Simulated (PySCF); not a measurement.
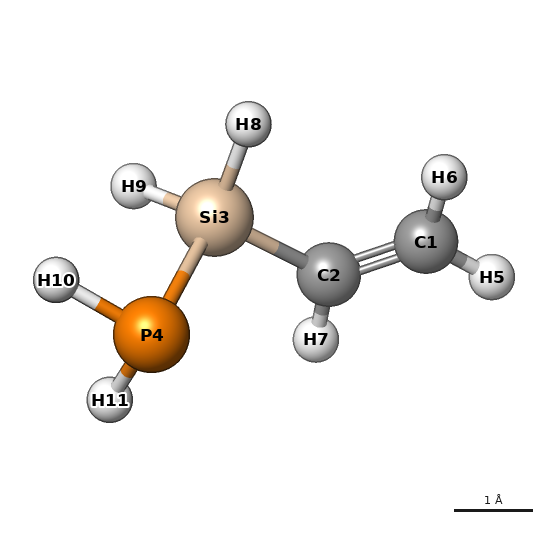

The atoms are numbered. Computed geometry: PBE0-D3(BJ)/def2-SVP optimisation. No frequency run is at hand to confirm it as a minimum.

List the bonds and their lengths.

| bond | length (Å) | order |
| --- | --- | --- |
| C1–C2 | 1.338 | double |
| C1–H5 | 1.096 | single |
| C1–H6 | 1.096 | single |
| C2–Si3 | 1.868 | single |
| C2–H7 | 1.099 | single |
| Si3–P4 | 2.273 | single |
| Si3–H8 | 1.495 | single |
| Si3–H9 | 1.497 | single |
| P4–H10 | 1.431 | single |
| P4–H11 | 1.431 | single |
